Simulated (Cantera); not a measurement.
A closed system holds: 1 mol PbO, 0.34 mol CH4, 0.23 mol N2, equilibrated at 4800 Pa.

These are equilibrium values from Cantera (NASA tables, ideal gas, pure condensed phases), not measurements of a reactor. Candidate condensed phases: C, C6H6, C7H8, C8H18, H2O, Pb, PbO, PbO2, Pb3O4; 139 gas species. Gases not in the tables: (PbO)n polymers. Equilibrium is a limit: real reactors are often held back by kinetics, nucleation or transport.

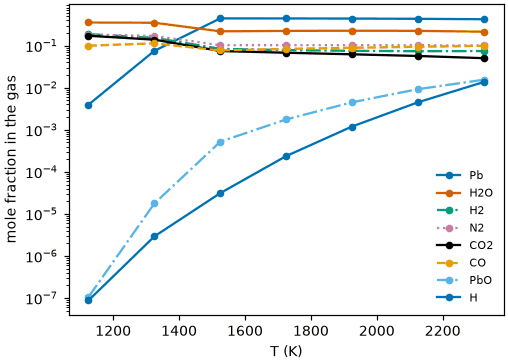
Figure: Equilibrium gas composition (values under 1e-9 drawn at 1e-9)

Question: Read off the mole fractions at 1725 K.

Answer: Pb about 0.44, H2O about 0.22, N2 about 0.10, CO about 0.083, H2 about 0.078, CO2 about 0.068, PbO about 0.0018, H about 0.00024.
